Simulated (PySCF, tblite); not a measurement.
**C₄H₁₀Al−: dynamics, then NMR shifts on frames, part 1 of 2**

How do NMR shifts of C₄H₁₀Al− (`[AlH3-][CH]1CCC1`) change as the atoms move?

The runs use tblite 0.8.0 and PySCF 2.14.0, with density-fitted response routines of our own; the level of theory stands in each step. All values are computed, except where a source is named. Atoms are numbered from 0 throughout.

## 1. Starting geometry

15 atoms, charge -1, multiplicity 1; geometry from: GFN2-xTB.

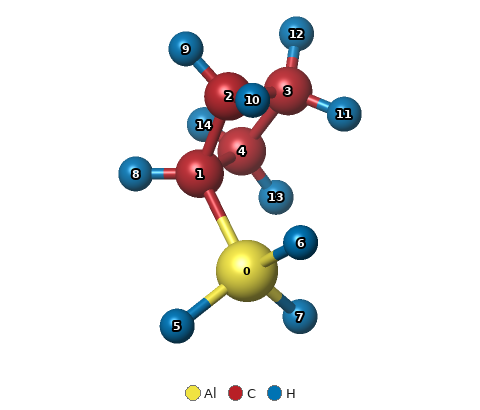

As it starts; aluminium yellow, carbon red, hydrogen blue, atoms numbered; sticks join atoms by distance.

## 2. A short Langevin run with GFN2-xTB

The job: settings as JSON, then the geometry in Å.

```
{"job": {"kind": "md", "xc": "GFN2-xTB", "basis": "xTB", "temperature": 400, "steps": 2000, "every": 50, "frames": 5}, "charge": -1, "multiplicity": 1}
Al     2.028496     0.138422     0.214676
C      0.225050    -0.247401    -0.730054
C     -0.726112    -1.122570     0.117566
C     -1.431187     0.155664     0.569947
C     -0.786114     0.912994    -0.590249
H      3.238044    -0.352321    -0.742288
H      2.057533    -0.668236     1.620808
H      2.133850     1.732066     0.493128
H      0.292290    -0.608105    -1.771901
H     -1.381427    -1.780669    -0.465928
H     -0.256911    -1.710050     0.911642
H     -1.044471     0.499246     1.529008
H     -2.526621     0.137109     0.608306
H     -0.362297     1.890230    -0.342849
H     -1.464538     1.031609    -1.443722
```

Level: GFN2-xTB Langevin dynamics, gas phase.

The run is started by

```bash
$ OMP_NUM_THREADS=1 python probes_run.py task.json out
```

This one command runs all jobs of the session in turn.

Standard output:

```text
t/fs     T/K      E/eV
    0.0   319.0   -406.35368
   25.0   317.9   -405.98987
   50.0   380.0   -405.81601
   75.0   341.6   -405.59643
  100.0   359.4   -405.63163
  125.0   403.5   -405.82750
  150.0   362.9   -405.74317
  175.0   319.0   -405.52851
  200.0   305.8   -405.49807
  225.0   395.2   -405.68185
  250.0   456.7   -405.91261
  275.0   423.5   -405.85085
  300.0   308.0   -405.81467
  325.0   307.9   -405.73268
  350.0   269.4   -405.65799
  375.0   426.8   -405.89624
  400.0   441.0   -406.05309
  425.0   492.7   -406.01178
  450.0   382.4   -405.78410
  475.0   300.1   -405.60991
  500.0   420.7   -405.85447
  525.0   400.8   -405.72689
  550.0   325.9   -405.55199
  575.0   425.0   -405.69528
  600.0   463.3   -405.69734
  625.0   497.7   -405.62998
  650.0   432.5   -405.45390
  675.0   387.9   -405.42505
  700.0   358.5   -405.54736
  725.0   541.4   -405.81309
  750.0   661.7   -405.80802
  775.0   408.5   -405.51810
  800.0   431.9   -405.62093
  825.0   449.3   -405.72721
  850.0   543.2   -405.67162
  875.0   372.9   -405.28458
  900.0   507.3   -405.59210
  925.0   410.5   -405.64929
  950.0   477.1   -405.45363
  975.0   567.6   -405.76213
 1000.0   504.1   -405.40555
```

It took 7.7 s on 1 thread of AMD EPYC 9R14, shared host.

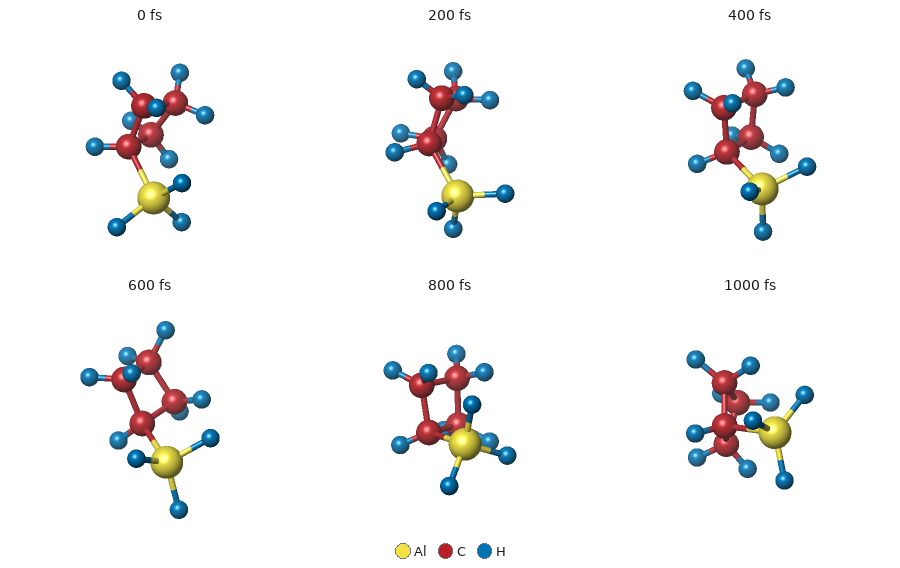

Frames of the run.

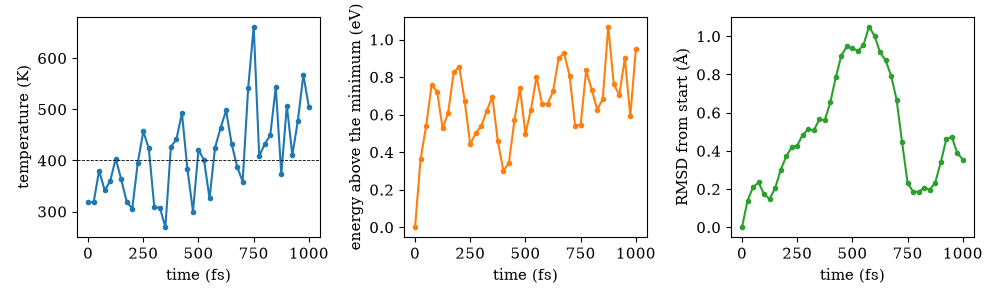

Temperature, potential energy and distance from the start.

Positions (Å) and forces (eV/Å) at 1000 fs:

```xyz
15

Al    0.687    0.286    2.019   -0.608   -0.026   -1.313
C     0.075    0.529    0.008    2.538   -2.651    0.165
C    -1.373    0.263   -0.047   -3.068    0.778    0.081
C    -1.492    1.847   -0.338   -1.189   -0.388   -0.140
C    -0.008    1.871   -0.569    0.410    1.239   -2.336
H     1.012   -1.230    1.970    0.137   -0.608    0.372
H    -0.737    0.536    2.805    0.443    0.226    0.322
H     2.034    1.116    2.137   -0.006    0.306    0.405
H     0.636   -0.175   -0.656    0.107    0.101    0.273
H    -1.946   -0.482   -0.807    1.387    1.613    1.113
H    -1.736   -0.028    0.991   -0.160    0.257   -1.073
H    -1.716    2.473    0.537   -0.328   -0.533    0.046
H    -2.131    2.243   -1.187    0.419   -0.712    0.679
H     0.581    2.609   -0.074    0.257    0.895    0.713
H     0.273    2.029   -1.668   -0.342   -0.499    0.693
```

## 3. NMR shieldings: 250 fs, PBE0/pcSseg-1

The job: settings as JSON, then the geometry in Å.

```
{"job": {"kind": "nmr", "xc": "PBE0", "basis": "pcSseg-1", "pop": false}, "charge": -1, "multiplicity": 1}
Al     1.531000     0.256000     0.254700
C     -0.065700    -0.342600    -0.869300
C     -1.236800    -1.046800    -0.165600
C     -2.009300     0.203400    -0.128700
C     -1.022600     0.830500    -1.109500
H      2.720300    -0.947900     0.434700
H      1.112000     0.667600     1.764400
H      2.028900     1.667400    -0.514900
H      0.277500    -0.767300    -1.916800
H     -1.611400    -1.873200    -0.845400
H     -1.102600    -1.563200     0.851300
H     -1.963800     0.649100     0.883000
H     -3.005200     0.253700    -0.524400
H     -0.603300     1.809200    -0.813500
H     -1.384600     0.966300    -2.125900
```

Method: GIAO PBE0/pcSseg-1 NMR shielding, non-relativistic, gas phase.

Standard output:

```text
coarse grid: 12168 points
cycle   1  E = -400.3977788476  dE =  2.264e-01  |g| = 4.682e-01  |ddm| = 3.309e+00
cycle   2  E = -400.3624014505  dE =  3.538e-02  |g| = 6.325e-01  |ddm| = 1.461e+00
cycle   3  E = -400.4709404598  dE = -1.085e-01  |g| = 5.604e-02  |ddm| = 8.102e-01
cycle   4  E = -400.4718222779  dE = -8.818e-04  |g| = 1.322e-02  |ddm| = 9.156e-02
cycle   5  E = -400.4718648972  dE = -4.262e-05  |g| = 5.306e-03  |ddm| = 2.306e-02
cycle   6  E = -400.4718708470  dE = -5.950e-06  |g| = 1.230e-03  |ddm| = 6.007e-03
final grid: 110448 points
cycle   7  E = -400.5026818292  dE = -2.145e-05  |g| = 7.690e-03  |ddm| = 2.600e-02
cycle   8  E = -400.5026674530  dE =  1.438e-05  |g| = 1.079e-02  |ddm| = 1.785e-02
cycle   9  E = -400.5026972795  dE = -2.983e-05  |g| = 4.858e-04  |ddm| = 1.048e-02
cycle  10  E = -400.5026973265  dE = -4.705e-08  |g| = 1.678e-04  |ddm| = 5.399e-04
cycle  11  E = -400.5026973334  dE = -6.903e-09  |g| = 3.211e-05  |ddm| = 2.085e-04
cycle  12  E = -400.5026973337  dE = -2.567e-10  |g| = 9.643e-06  |ddm| = 5.897e-05
converged SCF energy = -400.5026973337

GIAO shielding tensors (ppm)
atom      isotropic    diamagn.    paramagn.     s11        s22        s33       span
  0 Al     450.843     794.138    -343.295    421.024    432.890    498.615     77.591
  1 C      160.347     243.476     -83.129    136.614    167.927    176.501     39.887
  2 C      152.951     244.465     -91.514    131.272    154.139    173.442     42.170
  3 C      167.445     249.470     -82.026    156.345    162.963    183.026     26.681
  4 C      154.950     249.157     -94.207    140.251    147.368    177.230     36.978
  5 H       27.182      28.710      -1.527     24.576     25.716     31.255      6.679
  6 H       27.618      29.675      -2.058     25.154     27.008     30.691      5.537
  7 H       27.531      29.192      -1.661     24.868     26.378     31.347      6.479
  8 H       29.067      29.985      -0.918     26.244     27.194     33.764      7.520
  9 H       27.973      29.012      -1.039     24.661     26.679     32.580      7.919
 10 H       28.815      28.825      -0.010     25.785     26.355     34.305      8.520
 11 H       29.180      29.962      -0.782     26.262     27.453     33.824      7.562
 12 H       30.210      29.967       0.243     26.540     27.790     36.301      9.761
 13 H       28.998      30.856      -1.858     25.422     28.245     33.328      7.906
 14 H       29.759      31.835      -2.075     27.185     27.671     34.423      7.238
```

It took 12 s on 1 thread of AMD EPYC 9R14, shared host; peak memory 0.71 GiB.

Shifts follow as δ = σ(reference) − σ, with reference shieldings (ppm) from runs at the same level and on the same kind of geometry: 1H TMS 31.72, 13C TMS 186.9, 27Al AlH4- 490.0. The references are single molecules in the gas phase. Shifts against hydride references such as AlH4− lie on their own scale. Each atom is listed at this fixed geometry, with no averaging over motion; a spectrum would average atoms that exchange fast.

```
atoms                           environment  σ (ppm)  δ (ppm)
   C2                     sp3 CH2 in a ring    153.0     34.0
   C4                     sp3 CH2 in a ring    154.9     32.0
   C1                   sp3 CH bonded to Al    160.3     26.6
   C3                     sp3 CH2 in a ring    167.4     19.5
   H5  hydrogen on an aluminium bonded to C    27.18     4.53
   H7  hydrogen on an aluminium bonded to C    27.53     4.19
   H6  hydrogen on an aluminium bonded to C    27.62     4.10
   H9      hydrogen on an sp3 CH2 in a ring    27.97     3.74
  H10      hydrogen on an sp3 CH2 in a ring    28.81     2.90
  H13      hydrogen on an sp3 CH2 in a ring    29.00     2.72
   H8    hydrogen on an sp3 CH bonded to Al    29.07     2.65
  H11      hydrogen on an sp3 CH2 in a ring    29.18     2.54
  H14      hydrogen on an sp3 CH2 in a ring    29.76     1.96
  H12      hydrogen on an sp3 CH2 in a ring    30.21     1.51
  Al0            aluminium bonded to C, 3 H    450.8     39.1
```

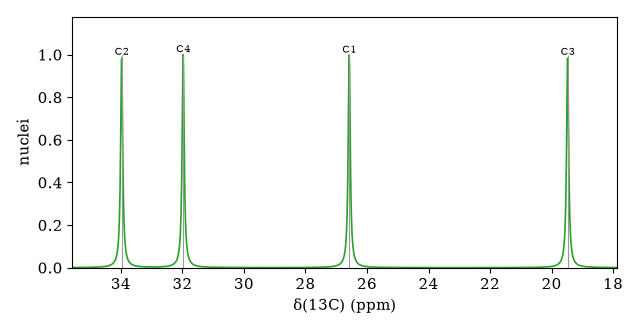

13C lines at the computed shifts, without couplings. Lines are broadened to a width of 0.08 ppm (Lorentzian).

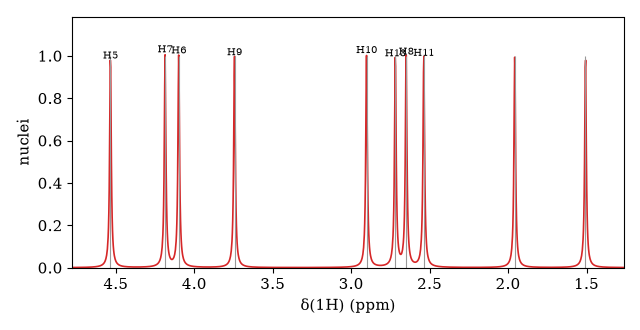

1H lines at the computed shifts, without couplings. Lines are broadened to a width of 0.01 ppm (Lorentzian).

Ring of atoms C1, C2, C3, C4: NICS(0) 1.9, NICS(1) 0.7, NICS(1)zz 4.2 ppm (means of both faces). The ring holds saturated atoms, so no π current runs round it: these values come from its σ bonds, any local π bonds and neighbouring rings, and say nothing of aromaticity.

Orbitals, density, ELF and potential are computed afterwards from the orbital file.

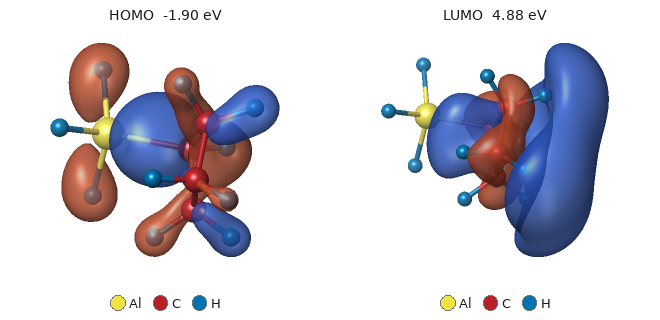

Frontier orbitals at PBE0/pcSseg-1; each surface holds 70 % of the orbital's density, blue and red mark the sign.

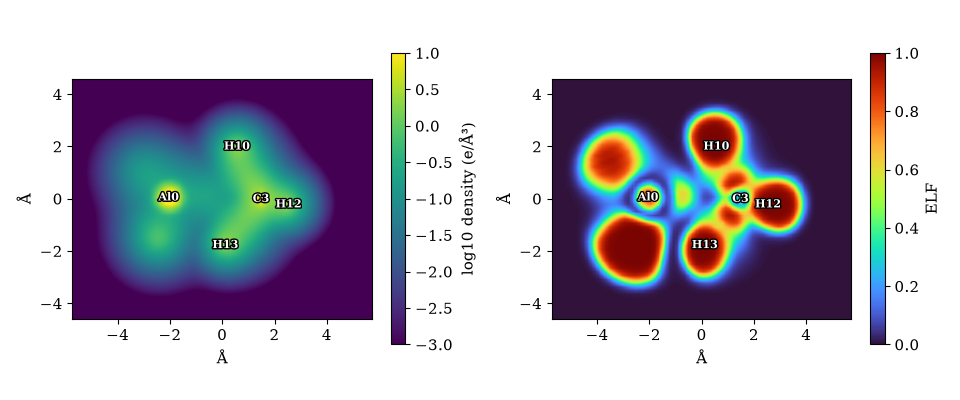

Density (left) and ELF (right) in a plane through or near 5 of the atoms.

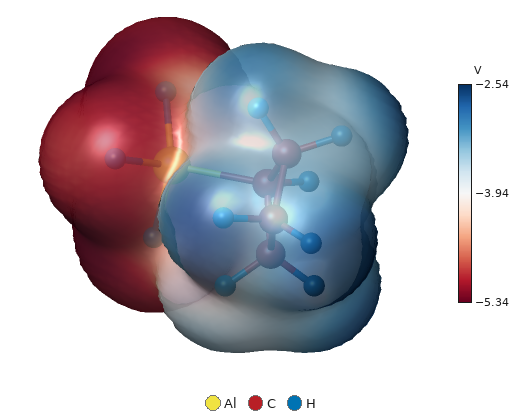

Electrostatic potential on the surface of density 0.002 e/bohr³; red is low, blue high. It runs from -5.34 to -2.54 V.

## 4. Shielding tensors: 425 fs, PBE0/pcSseg-1

The job: settings as JSON, then the geometry in Å.

```
{"job": {"kind": "nmr", "xc": "PBE0", "basis": "pcSseg-1", "pop": false}, "charge": -1, "multiplicity": 1}
Al     1.516800     0.084600     0.576300
C      0.011000     0.014600    -0.825400
C     -1.090100    -1.028600    -0.624300
C     -2.061800     0.115500    -0.248000
C     -0.920500     1.148400    -0.423900
H      2.097400    -1.423300     0.563100
H      0.760700     0.629800     1.962500
H      2.618000     1.233100     0.352800
H      0.246300     0.049500    -1.905600
H     -1.417000    -1.751800    -1.436800
H     -0.802400    -1.657900     0.297000
H     -2.469300     0.069900     0.744300
H     -2.931100     0.206700    -0.888800
H     -0.653300     1.714100     0.457500
H     -1.127600     1.923200    -1.215400
```

Method: GIAO PBE0/pcSseg-1 NMR shielding, non-relativistic, gas phase.

Standard output:

```text
coarse grid: 12168 points
cycle   1  E = -400.3953024928  dE =  1.952e-01  |g| = 4.740e-01  |ddm| = 3.347e+00
cycle   2  E = -400.3583816350  dE =  3.692e-02  |g| = 6.394e-01  |ddm| = 1.547e+00
cycle   3  E = -400.4702463531  dE = -1.119e-01  |g| = 5.442e-02  |ddm| = 8.787e-01
cycle   4  E = -400.4710718170  dE = -8.255e-04  |g| = 1.231e-02  |ddm| = 8.412e-02
cycle   5  E = -400.4711103383  dE = -3.852e-05  |g| = 5.016e-03  |ddm| = 2.326e-02
cycle   6  E = -400.4711155433  dE = -5.205e-06  |g| = 1.289e-03  |ddm| = 5.658e-03
final grid: 110448 points
cycle   7  E = -400.5019383718  dE = -2.231e-05  |g| = 7.077e-03  |ddm| = 3.075e-02
cycle   8  E = -400.5019269770  dE =  1.139e-05  |g| = 9.758e-03  |ddm| = 1.679e-02
cycle   9  E = -400.5019514624  dE = -2.449e-05  |g| = 4.351e-04  |ddm| = 9.779e-03
cycle  10  E = -400.5019514979  dE = -3.558e-08  |g| = 1.705e-04  |ddm| = 5.245e-04
cycle  11  E = -400.5019515050  dE = -7.059e-09  |g| = 3.181e-05  |ddm| = 1.884e-04
cycle  12  E = -400.5019515052  dE = -2.461e-10  |g| = 4.120e-06  |ddm| = 5.012e-05
converged SCF energy = -400.5019515052

GIAO shielding tensors (ppm)
atom      isotropic    diamagn.    paramagn.     s11        s22        s33       span
  0 Al     444.147     794.384    -350.236    396.615    440.330    495.497     98.882
  1 C      169.710     243.491     -73.782    133.407    186.836    188.885     55.479
  2 C      151.451     247.401     -95.950    136.294    150.663    167.397     31.103
  3 C      162.667     249.174     -86.507    139.131    159.200    189.671     50.540
  4 C      156.030     245.861     -89.831    133.425    155.417    179.248     45.823
  5 H       27.633      29.352      -1.719     24.512     26.109     32.277      7.765
  6 H       27.533      29.581      -2.048     25.113     27.608     29.878      4.765
  7 H       27.708      29.608      -1.900     24.967     26.225     31.932      6.965
  8 H       29.976      31.134      -1.158     26.593     29.382     33.953      7.360
  9 H       29.220      29.929      -0.709     26.195     27.327     34.138      7.944
 10 H       27.751      29.253      -1.501     24.323     27.530     31.400      7.077
 11 H       29.693      30.778      -1.086     26.857     27.031     35.191      8.334
 12 H       29.822      30.198      -0.377     26.483     27.896     35.086      8.604
 13 H       29.552      30.968      -1.416     25.661     29.856     33.137      7.476
 14 H       29.068      29.699      -0.631     25.837     27.445     33.921      8.085
```

Run time: 7.9 s. Hardware: 1 thread of AMD EPYC 9R14, shared host; peak memory 0.72 GiB.

Key values: δ C2 35.5, C4 30.9, C3 24.3, C1 17.2, H6 4.18, H5 4.08 ppm.

(Continued in part 2 of 2.)
